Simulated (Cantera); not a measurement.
Feed: 1 mol BF3, a varied amount of H2O, equilibrated at 977 °C and 450 Torr.

Method: chemical equilibrium by Gibbs-energy minimisation in Cantera with the NASA 1993 tables (ideal gas, pure condensed phases). Candidate condensed phases: B, B2O3, B3O3H3, H2O; 43 gas species. Gases not in the tables: H3BO3. Rates play no part.

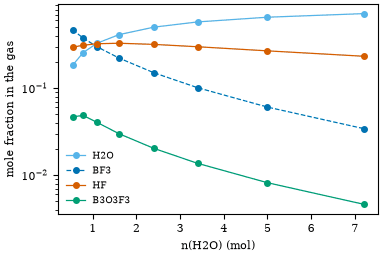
Equilibrium gas composition (values under 1e-9 drawn at 1e-9)

From 0.54 mol H2O to 0.78 mol H2O nothing is condensed. From 1.1 mol H2O to 7.2 mol H2O the condensed part is B2O3(l).
